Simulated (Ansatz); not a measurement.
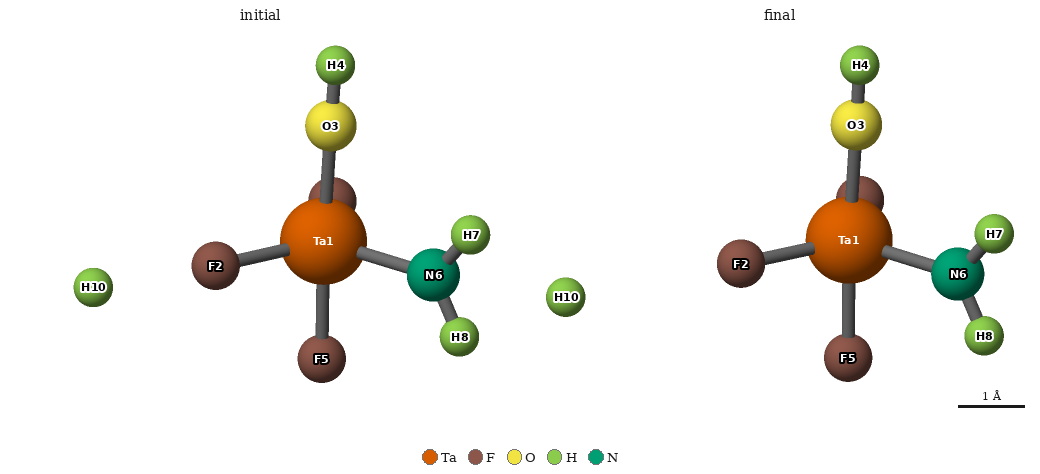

The structure of TaNH4OF3 (multiplicity 2) before (left) and after (right) a relaxation, at one scale.

The picture is a ball-and-stick view, seen face on.

The run prepares an end point of a later path (reaction) calculation, from a guessed geometry.

Method: UKS PBE/def2-SVP in Ansatz 0.2.0. Settings: collinear spin; force threshold 0.03 eV/Å; at most 50 steps.

Summarise the run.

The largest move after the best rigid fit is that of an H atom, 0.83 Å. By element the largest moves are H 0.83 Å, F 0.13 Å, Ta 0.10 Å, O 0.10 Å, N 0.07 Å. Near-neighbour distances that change, for instance: F–Ta 1.918 → 1.898 Å. Among the angles between lasting bonds that change: Ta–O–H 176.0° → 178.1°. Over 6 geometry steps the energy falls by 1.73 kcal/mol. The largest force component goes from 0.63 to 0.014 eV/Å.
